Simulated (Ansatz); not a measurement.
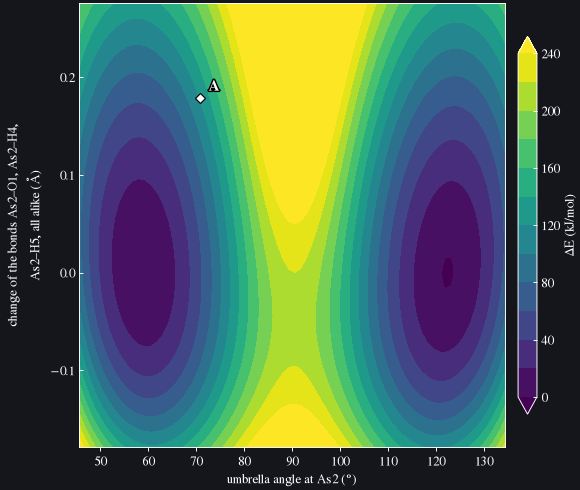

AsH₃O, SMILES O[AsH2]. Coordinates scanned: (1) umbrella angle at As2 (between each of its bonds and their common axis; 90 is planar); (2) change of the bonds As2–O1, As2–H4, As2–H5, all alike. Nothing is relaxed (all other coordinates rigid). Grid: 15 × 15 points. Points are written as (first, second). Energies are in kJ/mol, from the lowest grid point. Computed with Ansatz 0.2.0, RKS SPW92 (LDA)/def2-TZVP.

The picture shows filled contours, one colour for all values above the top of the scale, the point A. Between grid points the surface is interpolated.

> Is A at rest? If not, where is it pushed?

A, at (70.9°, 0.179 Å), is not a stationary point. The computed force is 8.7 kJ/mol for each degree towards smaller values of the first coordinate and 600 kJ/mol for each Å towards smaller values of the second coordinate.
